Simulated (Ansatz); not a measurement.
**Run report: C$_{4}$H$_{11}$Ga, molecular dynamics (part 1 of 2)**

The run: molecular dynamics of C$_{4}$H$_{11}$Ga. Method and program: RKS BLYP/6-31G* (Ansatz 0.2.0).

The geometry comes from this level: PBE0-D4/def2-TZVP. Figures and captions count atoms from 1; the log counts them from 0 in places.

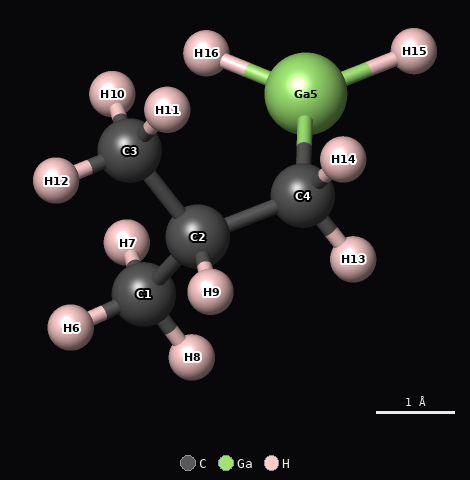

Figure 1. The starting structure (ball-and-stick view, seen at a tilt; atoms are numbered from 1 in the order of the input). Sticks mark near contacts.

### Input file
```yaml
crystal:
  periodic: [false, false, false]
  atoms:
    - {symbol: C, position_ang: [0.936925, 0.531199, -1.228167]}
    - {symbol: C, position_ang: [0.490165, -0.600803, -0.314825]}
    - {symbol: C, position_ang: [-0.847571, -1.168115, -0.766386]}
    - {symbol: C, position_ang: [0.441977, -0.154251, 1.144124]}
    - {symbol: Ga, position_ang: [-0.812707, 1.297252, 1.623297]}
    - {symbol: H, position_ang: [1.026615, 0.195151, -2.264460]}
    - {symbol: H, position_ang: [0.213483, 1.353469, -1.211209]}
    - {symbol: H, position_ang: [1.907486, 0.930266, -0.920633]}
    - {symbol: H, position_ang: [1.234364, -1.404985, -0.398668]}
    - {symbol: H, position_ang: [-1.627337, -0.399521, -0.732443]}
    - {symbol: H, position_ang: [-1.163653, -1.996925, -0.126909]}
    - {symbol: H, position_ang: [-0.797318, -1.538444, -1.793582]}
    - {symbol: H, position_ang: [1.433719, 0.177520, 1.478773]}
    - {symbol: H, position_ang: [0.193431, -1.000405, 1.798120]}
    - {symbol: H, position_ang: [-0.870942, 1.766299, 3.126762]}
    - {symbol: H, position_ang: [-1.758636, 2.012293, 0.586218]}
basis:
  gaussian: {orbitals: "6-31G*"}
hamiltonian: {xc: {name: BLYP}}
md: {timestep: 0.5 fs, n_steps: 20, ensemble: nvt_nose_hoover, temperature: 1000, initial_velocities: maxwell_boltzmann, seed: 280}
```

Launch command:
```bash
ansatz run in.yaml --threads 4 --pin off --events-out ev --progress --plain --max-ram 10444MiB
```

### The program's output
```
Functional definition: BLYP
  name "BLYP"
  cite "Becke, Phys. Rev. A 38, 3098 (1988) doi:10.1103/PhysRevA.38.3098"
  cite "Lee, Yang & Parr, Phys. Rev. B 37, 785 (1988) doi:10.1103/PhysRevB.37.785"
  parameter beta = 0.0042
  parameter a = 0.04918
  parameter b = 0.132
  parameter c = 0.2533
  parameter d = 0.349
  exchange = b88_x(beta = beta)
  correlation = lyp_c(a = a, b = b, c = c, d = d)
1552 factors; their error is unknown
mean field evaluation 1: about -56680.9905 eV, gradient 8.2e1 eV
mean field evaluation 2: about -56597.5878 eV, gradient 1.7e2 eV
mean field evaluation 4: about -56696.1673 eV, gradient 9.8e0 eV
mean field evaluation 8: about -56696.4532 eV, gradient 8.1e-2 eV
mean field evaluation 16: about -56696.3692 eV, gradient 9.8e-5 eV
mean field -56696.36923280 eV, -2083.5531391261 hartree, gradient 1.7e-5 eV, S^2 0.000000; 0 other end points of the search recorded, 0 dependent functions left out
the calculation of the forces begins
reference -56696.36962472 eV, -2083.5531535290 hartree; 33, 33 occupied and 84, 84 virtual orbitals, 1552 factors
md step     0: t =     0.00 fs  T =  1000.0 K  F+E_penalty+E_count = -56696.36923280 eV  E_kin = 1.809640 eV  conserved = -56694.55959282 eV  (28 SCF iters)
these checks for a lower state are left out or cut short: starts, cluster_reference, orbital_swaps, neighbouring_geometries, increment
1552 factors; their error is unknown
mean field -56696.35037992 eV, -2083.5524462954 hartree, gradient 9.9e-6 eV, S^2 0.000000; 0 other end points of the search recorded, 0 dependent functions left out
[... from here on the field's lines of each further geometry are left out, up to the last ...]
md step     1: t =     0.50 fs  T =   989.7 K  F+E_penalty+E_count = -56696.35037992 eV  E_kin = 1.791026 eV  conserved = -56694.55935366 eV  (31 SCF iters)
md step     2: t =     1.00 fs  T =   950.1 K  F+E_penalty+E_count = -56696.27785077 eV  E_kin = 1.719418 eV  conserved = -56694.55843378 eV  (30 SCF iters)
md step     3: t =     1.50 fs  T =   888.7 K  F+E_penalty+E_count = -56696.16548238 eV  E_kin = 1.608302 eV  conserved = -56694.55718784 eV  (30 SCF iters)
md step     4: t =     2.00 fs  T =   815.9 K  F+E_penalty+E_count = -56696.03247140 eV  E_kin = 1.476518 eV  conserved = -56694.55597373 eV  (30 SCF iters)
md step     5: t =     2.50 fs  T =   742.1 K  F+E_penalty+E_count = -56695.89784227 eV  E_kin = 1.342851 eV  conserved = -56694.55503774 eV  (30 SCF iters)
md step     6: t =     3.00 fs  T =   675.3 K  F+E_penalty+E_count = -56695.77650646 eV  E_kin = 1.222113 eV  conserved = -56694.55447957 eV  (30 SCF iters)
md step     7: t =     3.50 fs  T =   620.8 K  F+E_penalty+E_count = -56695.67753173 eV  E_kin = 1.123389 eV  conserved = -56694.55428407 eV  (30 SCF iters)
md step     8: t =     4.00 fs  T =   580.2 K  F+E_penalty+E_count = -56695.60420559 eV  E_kin = 1.050032 eV  conserved = -56694.55438602 eV  (30 SCF iters)
md step     9: t =     4.50 fs  T =   552.9 K  F+E_penalty+E_count = -56695.55496984 eV  E_kin = 1.000551 eV  conserved = -56694.55472107 eV  (30 SCF iters)
md step    10: t =     5.00 fs  T =   535.8 K  F+E_penalty+E_count = -56695.52447777 eV  E_kin = 0.969652 eV  conserved = -56694.55523528 eV  (31 SCF iters)
md step    11: t =     5.50 fs  T =   524.6 K  F+E_penalty+E_count = -56695.50460346 eV  E_kin = 0.949284 eV  conserved = -56694.55585623 eV  (31 SCF iters)
md step    12: t =     6.00 fs  T =   513.9 K  F+E_penalty+E_count = -56695.48577514 eV  E_kin = 0.930004 eV  conserved = -56694.55645511 eV  (31 SCF iters)
md step    13: t =     6.50 fs  T =   499.1 K  F+E_penalty+E_count = -56695.45915854 eV  E_kin = 0.903180 eV  conserved = -56694.55682821 eV  (30 SCF iters)
md step    14: t =     7.00 fs  T =   477.5 K  F+E_penalty+E_count = -56695.41985822 eV  E_kin = 0.864149 eV  conserved = -56694.55674000 eV  (30 SCF iters)
md step    15: t =     7.50 fs  T =   450.7 K  F+E_penalty+E_count = -56695.37038235 eV  E_kin = 0.815559 eV  conserved = -56694.55604974 eV  (31 SCF iters)
md step    16: t =     8.00 fs  T =   424.9 K  F+E_penalty+E_count = -56695.32243602 eV  E_kin = 0.768983 eV  conserved = -56694.55488457 eV  (31 SCF iters)
md step    17: t =     8.50 fs  T =   410.3 K  F+E_penalty+E_count = -56695.29457721 eV  E_kin = 0.742507 eV  conserved = -56694.55371962 eV  (31 SCF iters)
md step    18: t =     9.00 fs  T =   416.4 K  F+E_penalty+E_count = -56695.30477238 eV  E_kin = 0.753448 eV  conserved = -56694.55321168 eV  (31 SCF iters)
md step    19: t =     9.50 fs  T =   447.0 K  F+E_penalty+E_count = -56695.36057905 eV  E_kin = 0.808951 eV  conserved = -56694.55378632 eV  (30 SCF iters)
the calculation of the forces begins
reference -56695.45334361 eV, -2083.5194808191 hartree; 33, 33 occupied and 84, 84 virtual orbitals, 1552 factors
1552 factors; their error is unknown
mean field evaluation 192: about -56695.4526 eV, gradient 3.9e-1 eV
mean field -56695.45295063 eV, -2083.5194663775 hartree, gradient 3.4e-5 eV, S^2 0.000000; 1 other end points of the search recorded, 0 dependent functions left out
the calculation of the forces begins
reference -56695.45334361 eV, -2083.5194808191 hartree; 33, 33 occupied and 84, 84 virtual orbitals, 1552 factors
md step    20: t =    10.00 fs  T =   497.4 K  F+E_penalty+E_count = -56695.45295063 eV  E_kin = 0.900126 eV  conserved = -56694.55530404 eV  (31 SCF iters)
```

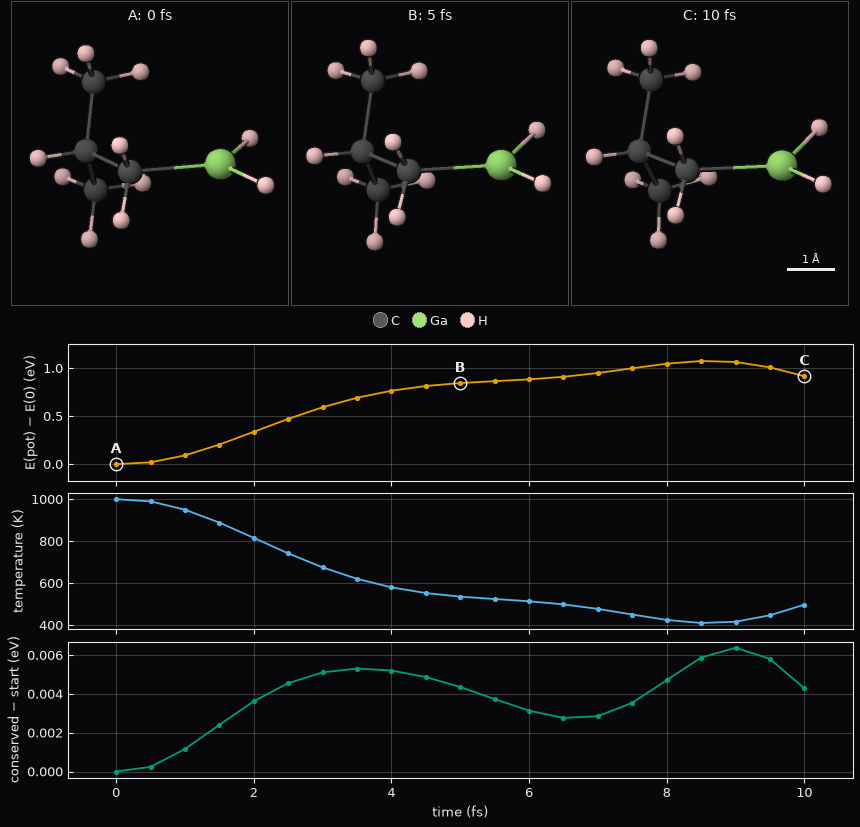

Figure 2. Frames of the molecular dynamics (ball-and-stick, seen at a tilt) above the curves, on which the letters mark them. The trajectory kept here has 21 frames over 10 fs. The temperature starts at 1000 K, ranges from 410 to 1000 K and averages 473 K over the second half. The potential energy ends 0.916 eV above its first value. The conserved quantity stays within 0.0064 eV. After an unweighted best fit of the last frame on the first, the root-mean-square displacement is 0.17 Å.

```
Total energy: -56695.45334361 eV, -2083.5194808191 hartree
Atom 0 at     0.911861     0.565783    -1.115250 Å, force    -0.807522     0.183092    -1.853360 eV/Å
Atom 1 at     0.577751    -0.700282    -0.386566 Å, force    -2.655390     1.460967     1.412984 eV/Å
Atom 2 at    -0.855739    -1.252975    -0.769381 Å, force     2.062015     0.255473    -0.206464 eV/Å
Atom 3 at     0.434356    -0.182370     1.021195 Å, force     0.153152    -1.547699     2.842085 eV/Å
Atom 4 at    -0.811643     1.335990     1.631501 Å, force    -0.373308    -0.739731     0.309302 eV/Å
Atom 5 at     0.960590     0.400227    -2.183192 Å, force     0.125977     0.122548    -0.999458 eV/Å
Atom 6 at     0.059566     1.259430    -0.933797 Å, force     0.336355    -0.015018    -0.273301 eV/Å
Atom 7 at     1.816552     1.076996    -0.834485 Å, force     0.828645     0.125420     0.515389 eV/Å
Atom 8 at     1.265926    -1.510438    -0.384389 Å, force     1.194999    -0.819643    -0.404110 eV/Å
Atom 9 at    -1.538210    -0.462486    -0.924346 Å, force    -1.128583     1.344123     0.108460 eV/Å
Atom 10 at    -1.299068    -2.010436    -0.139560 Å, force     0.079459    -0.424691     0.674860 eV/Å
Atom 11 at    -0.693690    -1.653462    -1.724902 Å, force    -0.186772    -1.190928    -1.967237 eV/Å
Atom 12 at     1.418990    -0.033386     1.525481 Å, force    -0.103583     0.297407    -0.210697 eV/Å
Atom 13 at     0.068212    -1.116481     1.557048 Å, force    -0.128884     0.903621     0.511615 eV/Å
Atom 14 at    -0.850476     1.627457     3.249550 Å, force     0.190342     0.051160    -0.543653 eV/Å
Atom 15 at    -2.047636     1.957301     0.776904 Å, force     0.413097    -0.006103     0.083585 eV/Å
Dipole moment:     0.178720    -0.117360    -0.153835 e Å
```

### Trajectory as extended XYZ (Å, eV, eV/Å), 21 frames, from step=0 to step=20
```
16
Properties=species:S:1:pos:R:3:forces:R:3 step=0 time_fs=0.0 energy=-56696.36923 temperature=1000.0
C     0.9369    0.5312   -1.2282    0.1164   0.1915  -0.1874
C     0.4902   -0.6008   -0.3148    0.1091  -0.1152   0.0000
C    -0.8476   -1.1681   -0.7664   -0.2360  -0.1409  -0.0953
C     0.4420   -0.1543    1.1441    0.0706  -0.0105   0.2238
Ga   -0.8127    1.2973    1.6233   -0.1346   0.1576   0.0633
H     1.0266    0.1952   -2.2645    0.0481  -0.0847  -0.3573
H     0.2135    1.3535   -1.2112   -0.1937   0.2724  -0.0208
H     1.9075    0.9303   -0.9206    0.3293   0.1535   0.0691
H     1.2344   -1.4050   -0.3987    0.2562  -0.2746  -0.0188
H    -1.6273   -0.3995   -0.7324   -0.2653   0.2025  -0.0018
H    -1.1637   -1.9969   -0.1269   -0.1349  -0.2886   0.1890
H    -0.7973   -1.5384   -1.7936   -0.0117  -0.1423  -0.3427
H     1.4337    0.1775    1.4788    0.2955   0.1130   0.1277
H     0.1934   -1.0004    1.7981   -0.0806  -0.2450   0.2264
H    -0.8709    1.7663    3.1268   -0.0176   0.0841   0.2408
H    -1.7586    2.0123    0.5862   -0.1508   0.1274  -0.1161
16
Properties=species:S:1:pos:R:3:forces:R:3 step=1 time_fs=0.5 energy=-56696.35038 temperature=989.7
C     0.9335    0.5316   -1.2180    0.5806   0.0939  -0.7075
C     0.4955   -0.6035   -0.3223    0.1399  -0.4613   0.3921
C    -0.8473   -1.1731   -0.7626   -0.4615  -0.0023  -0.7751
C     0.4409   -0.1545    1.1359   -0.0191   0.0522   0.1044
Ga   -0.8124    1.2992    1.6239   -0.2436   0.1198  -0.1810
H     1.0251    0.1950   -2.2647    0.0130   0.0716  -0.0923
H     0.2107    1.3450   -1.1932   -0.3695   0.4167  -0.0425
H     1.9084    0.9473   -0.9202    0.1295   0.0021   0.0556
H     1.2385   -1.4261   -0.3878    0.0631   0.0390  -0.0883
H    -1.6355   -0.3901   -0.7470    0.0887  -0.1369   0.0168
H    -1.1790   -2.0018   -0.1241   -0.0361  -0.1721   0.0949
H    -0.7798   -1.5415   -1.8110   -0.1308  -0.0094   0.2545
H     1.4264    0.1565    1.4847    0.5276   0.2549   0.1463
H     0.1998   -1.0045    1.7721   -0.2517  -0.4506   0.4483
H    -0.8707    1.7540    3.1210   -0.0144   0.1373   0.3701
H    -1.7846    2.0140    0.5876   -0.0159   0.0451   0.0037
16
Properties=species:S:1:pos:R:3:forces:R:3 step=2 time_fs=1.0 energy=-56696.27785 temperature=950.1
C     0.9302    0.5320   -1.2081    1.0217   0.0525  -1.2187
C     0.5008   -0.6063   -0.3297    0.1558  -0.8078   0.7892
C    -0.8471   -1.1780   -0.7589   -0.6520   0.1253  -1.3730
C     0.4399   -0.1548    1.1278   -0.0756   0.1014   0.0291
Ga   -0.8122    1.3012    1.6246   -0.3505   0.0808  -0.4105
H     1.0236    0.1950   -2.2651   -0.0224   0.2198   0.1554
H     0.2071    1.3376   -1.1754   -0.5160   0.5289  -0.0624
H     1.9097    0.9644   -0.9196   -0.0739  -0.1536   0.0433
H     1.2428   -1.4471   -0.3772   -0.1166   0.3444  -0.1646
H    -1.6434   -0.3811   -0.7616    0.4069  -0.4465   0.0491
H    -1.1944   -2.0072   -0.1211    0.0705  -0.0431  -0.0081
H    -0.7626   -1.5446   -1.8277   -0.2552   0.0920   0.7704
H     1.4203    0.1361    1.4909    0.7113   0.3752   0.1553
H     0.2055   -1.0098    1.7471   -0.4100  -0.6240   0.6382
H    -0.8705    1.7420    3.1160   -0.0109   0.1861   0.4916
H    -1.8106    2.0159    0.5890    0.1171  -0.0315   0.1157
16
Properties=species:S:1:pos:R:3:forces:R:3 step=3 time_fs=1.5 energy=-56696.16548 temperature=888.7
C     0.9271    0.5324   -1.1983    1.4023   0.0785  -1.7006
C     0.5062   -0.6092   -0.3369    0.1444  -1.1335   1.1823
C    -0.8470   -1.1829   -0.7555   -0.7955   0.2377  -1.8728
C     0.4388   -0.1550    1.1196   -0.0861   0.1166   0.0235
Ga   -0.8119    1.3032    1.6252   -0.4520   0.0408  -0.6168
H     1.0220    0.1955   -2.2652   -0.0557   0.3528   0.3668
H     0.2023    1.3314   -1.1576   -0.6172   0.5938  -0.0813
H     1.9108    0.9811   -0.9189   -0.2633  -0.3040   0.0366
H     1.2468   -1.4673   -0.3670   -0.2686   0.6224  -0.2456
H    -1.6503   -0.3731   -0.7760    0.6726  -0.7085   0.0921
H    -1.2097   -2.0126   -0.1182    0.1802   0.0877  -0.1110
H    -0.7459   -1.5475   -1.8426   -0.3776   0.1581   1.1842
H     1.4159    0.1167    1.4975    0.8249   0.4677   0.1467
H     0.2103   -1.0165    1.7237   -0.5458  -0.7382   0.7799
H    -0.8704    1.7305    3.1123   -0.0067   0.2285   0.5992
H    -1.8363    2.0176    0.5907    0.2441  -0.1006   0.2168
16
Properties=species:S:1:pos:R:3:forces:R:3 step=4 time_fs=2.0 energy=-56696.03247 temperature=815.9
C     0.9243    0.5329   -1.1889    1.6937   0.1755  -2.1368
C     0.5116   -0.6124   -0.3439    0.0996  -1.4216   1.5616
C    -0.8471   -1.1878   -0.7525   -0.8868   0.3333  -2.2738
C     0.4377   -0.1553    1.1115   -0.0440   0.0788   0.1053
Ga   -0.8117    1.3052    1.6258   -0.5457   0.0003  -0.7928
H     1.0204    0.1969   -2.2644   -0.0852   0.4658   0.5296
H     0.1959    1.3266   -1.1401   -0.6609   0.6009  -0.1006
H     1.9113    0.9971   -0.9182   -0.4252  -0.4410   0.0382
H     1.2502   -1.4860   -0.3574   -0.3847   0.8599  -0.3281
H    -1.6556   -0.3668   -0.7902    0.8786  -0.9135   0.1419
H    -1.2245   -2.0178   -0.1155    0.2881   0.2102  -0.2057
H    -0.7302   -1.5500   -1.8547   -0.4920   0.1905   1.4917
H     1.4136    0.0983    1.5044    0.8553   0.5303   0.1143
H     0.2138   -1.0250    1.7021   -0.6515  -0.7716   0.8630
H    -0.8702    1.7195    3.1100   -0.0014   0.2631   0.6871
H    -1.8614    2.0191    0.5929    0.3621  -0.1609   0.3051
16
Properties=species:S:1:pos:R:3:forces:R:3 step=5 time_fs=2.5 energy=-56695.89784 temperature=742.1
C     0.9218    0.5333   -1.1800    1.8782   0.3379  -2.5151
C     0.5171   -0.6158   -0.3505    0.0204  -1.6596   1.9175
C    -0.8474   -1.1926   -0.7500   -0.9249   0.4129  -2.5824
C     0.4366   -0.1555    1.1033    0.0495  -0.0237   0.2795
Ga   -0.8115    1.3071    1.6264   -0.6298  -0.0396  -0.9328
H     1.0185    0.1994   -2.2623   -0.1095   0.5563   0.6372
H     0.1880    1.3233   -1.1228   -0.6423   0.5474  -0.1217
H     1.9107    1.0121   -0.9173   -0.5501  -0.5580   0.0494
H     1.2526   -1.5026   -0.3486   -0.4611   1.0487  -0.4087
H    -1.6589   -0.3627   -0.8040    1.0228  -1.0581   0.1946
H    -1.2387   -2.0225   -0.1132    0.3892   0.3158  -0.2856
H    -0.7157   -1.5520   -1.8632   -0.5944   0.1927   1.6971
H     1.4132    0.0812    1.5117    0.8008   0.5644   0.0556
H     0.2157   -1.0353    1.6826   -0.7230  -0.7138   0.8855
H    -0.8701    1.7092    3.1093    0.0053   0.2885   0.7500
H    -1.8856    2.0203    0.5958    0.4690  -0.2117   0.3799
16
Properties=species:S:1:pos:R:3:forces:R:3 step=6 time_fs=3.0 energy=-56695.77651 temperature=675.3
C     0.9198    0.5339   -1.1715    1.9501   0.5510  -2.8261
C     0.5225   -0.6196   -0.3568   -0.0914  -1.8379   2.2411
C    -0.8479   -1.1974   -0.7479   -0.9104   0.4776  -2.8065
C     0.4355   -0.1557    1.0953    0.1848  -0.1917   0.5372
Ga   -0.8113    1.3091    1.6270   -0.7034  -0.0781  -1.0329
H     1.0163    0.2033   -2.2587   -0.1277   0.6233   0.6870
H     0.1785    1.3212   -1.1058   -0.5641   0.4392  -0.1458
H     1.9088    1.0257   -0.9164   -0.6319  -0.6502   0.0702
H     1.2539   -1.5168   -0.3407   -0.4972   1.1844  -0.4841
H    -1.6596   -0.3611   -0.8174    1.1063  -1.1417   0.2468
H    -1.2519   -2.0264   -0.1117    0.4789   0.3980  -0.3455
H    -0.7026   -1.5536   -1.8677   -0.6822   0.1685   1.8072
H     1.4148    0.0655    1.5190    0.6714   0.5746  -0.0275
H     0.2159   -1.0473    1.6652   -0.7601  -0.5681   0.8543
H    -0.8699    1.6995    3.1104    0.0135   0.3043   0.7838
H    -1.9087    2.0209    0.5997    0.5634  -0.2531   0.4408
```
